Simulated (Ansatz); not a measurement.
The starting structures come from a database of crystals and need not be the phases stable at ambient conditions.

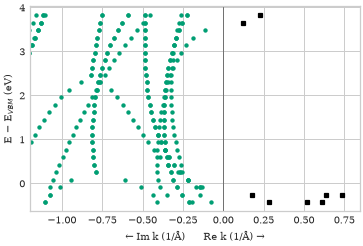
Complex bands at the centre of the two-dimensional zone; r2SCAN (Ansatz, a program for electronic structure)

The gap is the functional's own, uncorrected, and κ follows it; spin-orbit coupling is left out. Mid-gap means the computed energy nearest the middle.

This is SiS₂ (I-42d, 6 atoms a cell, 22.3 Å³ an atom) along the normal of (110). Read off the slowest decay at the centre of the two-dimensional zone at 1.78 eV, the computed energy nearest the middle of the gap.

κ ≈ 0.32 1/Å, a decay length 1/(2κ) of the density of 1.6 Å.
